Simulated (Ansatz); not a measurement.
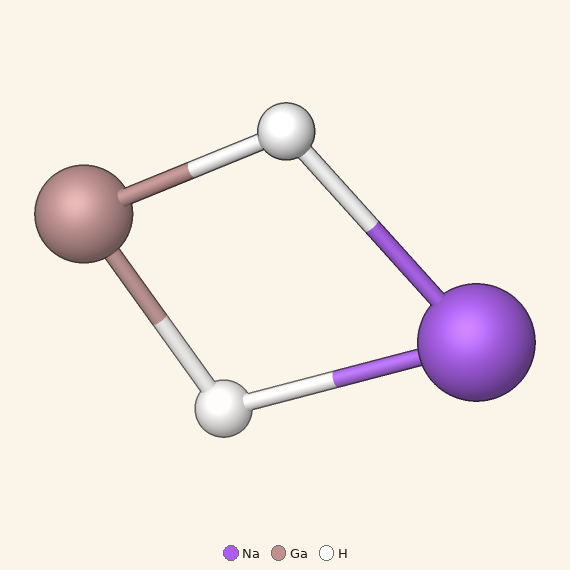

Every bond is drawn as one stick, whatever its order.

The computed structure is the end point of a PBE0-D4/def2-TZVP optimisation. No frequency run is at hand to confirm it as a minimum.

Count the atoms of each element.

Answer. GaH2Na, 4 atoms: 1 gallium, 2 hydrogen and 1 sodium.

How many bonds of each kind are drawn?

Answer. 2 Ga–H, 2 Na–H. Sticks follow a distance rule.

The parts below concern this one geometry. Atoms keep their numbers from picture to picture.

Geometry

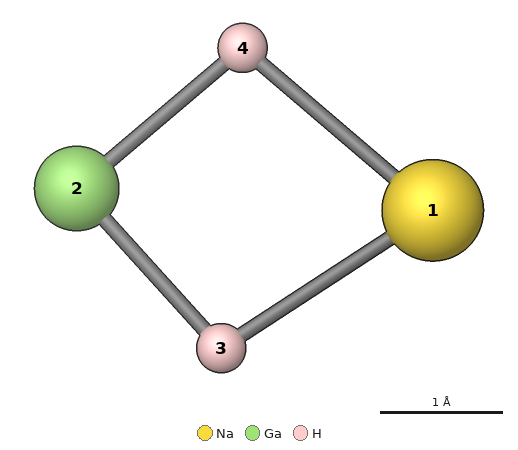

Numbered structure. No frequency run is at hand to confirm it as a minimum.

Give the bond lengths.

```csv
bond,length (Å)
Na1–H3,2.096
Na1–H4,2.096
Ga2–H3,1.802
Ga2–H4,1.802
```

Dipole moment

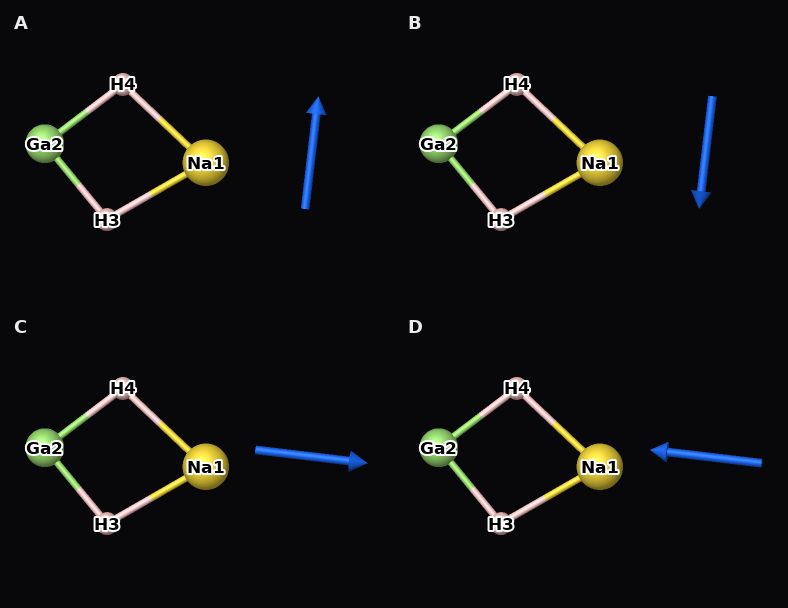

The same molecule four times, each with an arrow. No frequency run is at hand to confirm it as a minimum. Method: RKS PBE0-D4/def2-TZVP (Ansatz 0.2.0).

Which arrow points along the dipole moment, from the negative to the positive end?

Answer. C. The dipole moment is 6.61 D; it points from the side of Ga2 to the side of Na1 (the outermost atoms at the two ends).

Electronic properties

No frequency run is at hand to confirm it as a minimum. Level of theory: RKS PBE0-D4/def2-TZVPP (Ansatz 0.2.0).

Predict the main results.

- HOMO energy (Kohn–Sham orbital): −4.77 eV
- LUMO energy (Kohn–Sham orbital): −1.41 eV
- HOMO–LUMO gap: 3.36 eV

Charges

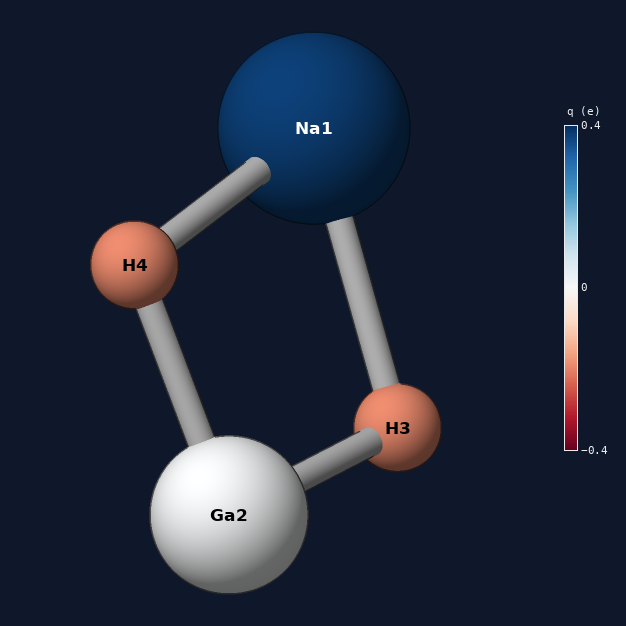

Atoms are coloured by their Mulliken charges. No frequency run is at hand to confirm it as a minimum. Properties computed with RKS PBE0-D4/def2-TZVP (Ansatz 0.2.0).

Give the Mulliken charges atom by atom.

```tsv
atom	value (e)
Na1	0.38
Ga2	0.01
H3	−0.19
H4	−0.19
```

Mulliken values depend strongly on the basis set and can even reverse the polarity of a bond.
